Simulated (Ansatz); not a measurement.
**BF2HO···HF: density, localisation and related maps**

```xyz
7

B    -0.0596   -0.2523    0.1137
O    -0.0505   -0.4112    1.4899
H    -0.9539   -0.5034    1.8273
F     1.0952   -0.1855   -0.5216
F    -1.1951   -0.2758   -0.5735
F     0.0162    2.1941    0.7174
H     0.3613    1.7563    1.4650
```

Not at a stationary point (largest force 0.7 eV/Å).

These are results of Ansatz 0.2.0, RKS B3LYP/6-31G*, not measurements.

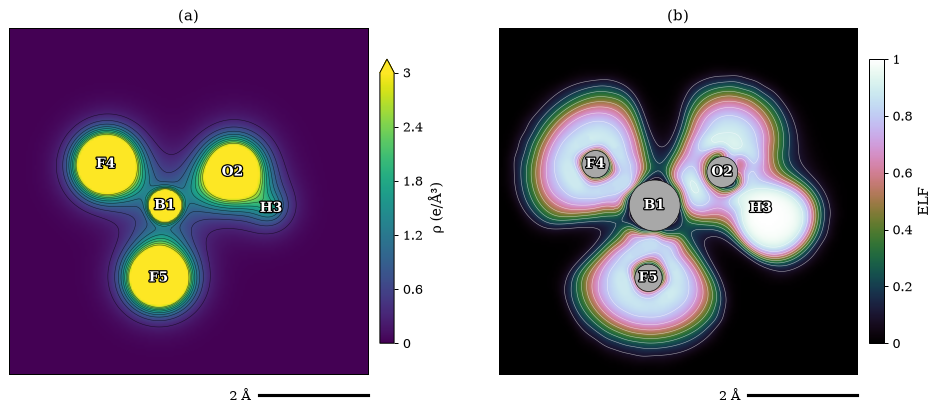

Figure 1. (a) electron density; (b) ELF on the plane of atoms F4, B1 and F5. Grey discs cover the atomic cores in the ELF map.

### What do the fields say about this system?

The plane passes through B, O, H and F nuclei. B–F (1.32 Å): ρ is about 2.2 e/Å³ halfway; the ELF peaks at about 0.85 between the atoms, as expected for a polar covalent bond. B–O (1.39 Å): ρ is about 2 e/Å³ halfway; the ELF peaks at about 0.90 between the atoms: a polar covalent bond. O–H (0.97 Å): ρ is about 3.6 e/Å³ halfway; the ELF climbs to about 1 towards the hydrogen, as it does in any bond to H; a covalent bond by its length. The ELF also peaks beside F5, F4 and O2, away from the bonds: lone-pair regions.

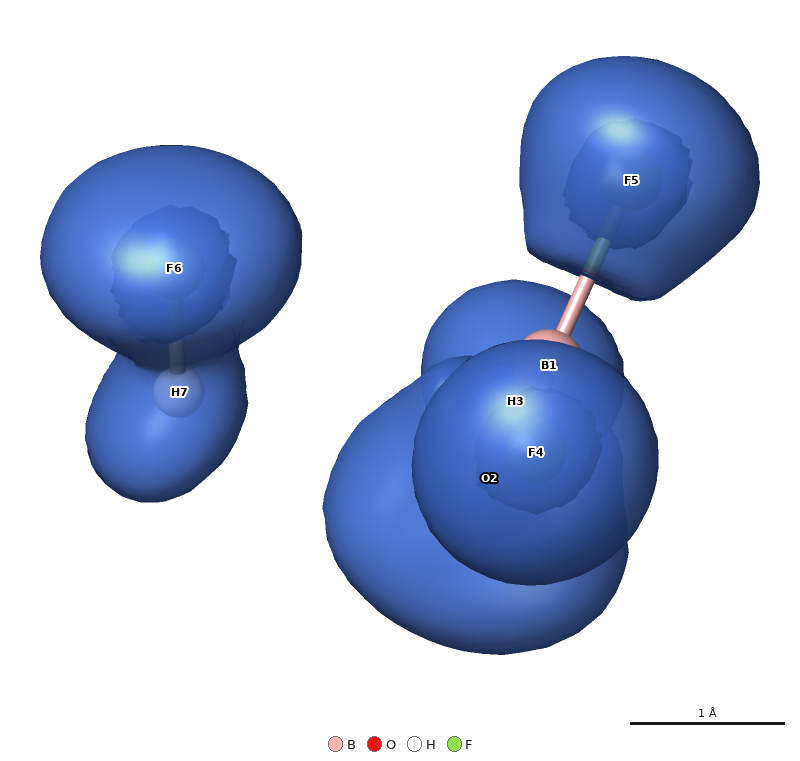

Figure 2. Isosurface of the electron localisation function at 0.75 (blue), seen from one side. Core shells and regions of very low density are left out.

### Describe the localisation domains.

At this value the surface marks out two regions on F in which the atom's valence shell and bonds are merged, one joined region spread over several atoms (F, H), in which their bonds and any lone pairs are merged and one joined region spread over several atoms (H, O), in which their bonds and any lone pairs are merged. Profiles from the grid: B1···F6 (2.52 Å): the ELF is about 0.05 at the midpoint.

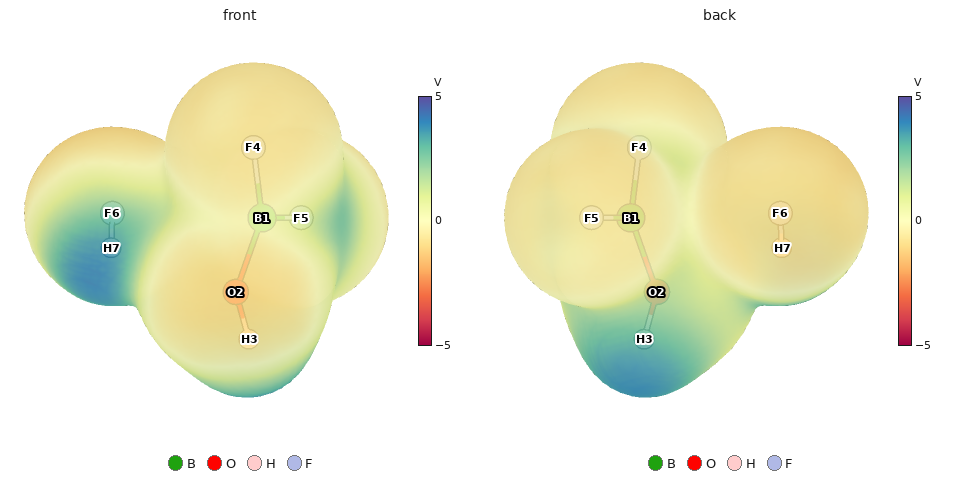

Figure 3. The electrostatic potential painted on the density surface at 0.004 e/bohr³, seen from the front and from behind; the colour scale runs from red (negative) to blue (positive).

### Describe the electrostatic potential map.

The most negative region (about −1.1 V, or −25 kcal/mol for a unit charge) lies over O2 and F6, the most positive (about +3.9 V, or +90 kcal/mol for a unit charge) over H3 and H7.

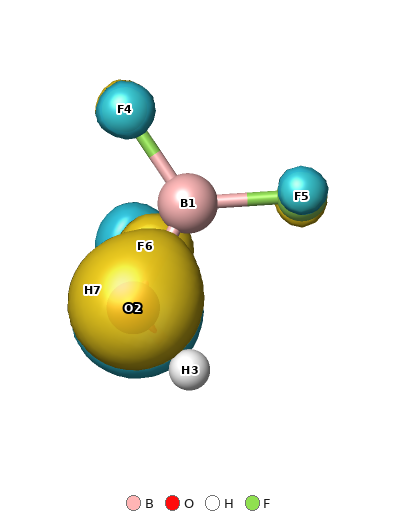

Figure 4. The HOMO at ±0.2 Å⁻³ᐟ² (yellow and cyan are the two phases), seen at an oblique angle.

### Describe this orbital and give its energy.

By Hirshfeld shares it lies mainly on O2 (about 70 %) and F6 (about 10 %); largely a lone pair of O2. Its energy is −9.83 eV.
